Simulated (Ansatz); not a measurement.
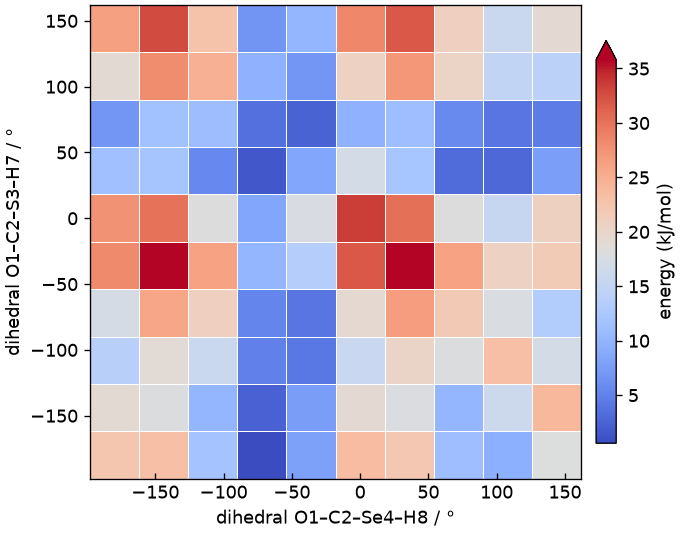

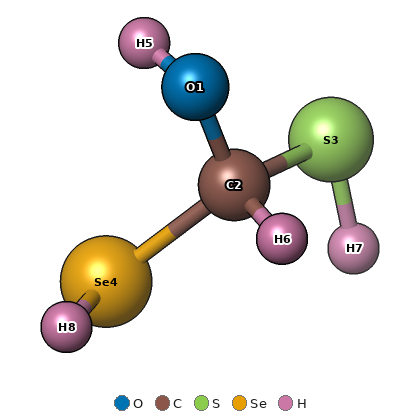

Energy landscape of CH4OSSe, SMILES OC(S)[SeH]. The first coordinate is: dihedral O1–C2–Se4–H8; the second: dihedral O1–C2–S3–H7. Nothing is relaxed (all other coordinates rigid). The grid has 10 × 10 points. Points are written as (first, second). Energies: kJ/mol, counted from the relaxed molecule at the same level. Theory: RKS PBE-D4/def2-TZVP (Ansatz).

The picture shows one coloured cell a grid point, one colour for all values above the top of the scale. The second picture is the structure at the lowest point.

Summarise what can be read from the map.

Answer. The lowest grid point is at (−72°, −180°), 0.6 kJ/mol from the relaxed molecule at the same level. Other grid points that lie below all their neighbours: (−72°, 36°) (0.9 kJ/mol higher); (108°, 36°) (2.3 kJ/mol higher); (−36°, −72°) (3.4 kJ/mol higher). The highest grid point, (−144°, −36°), lies 35.2 kJ/mol above the lowest.

The whole map (100 points run) took 9 min on 1 thread of Intel(R) Xeon(R) Platinum 8488C (Sapphire Rapids) (shared host).
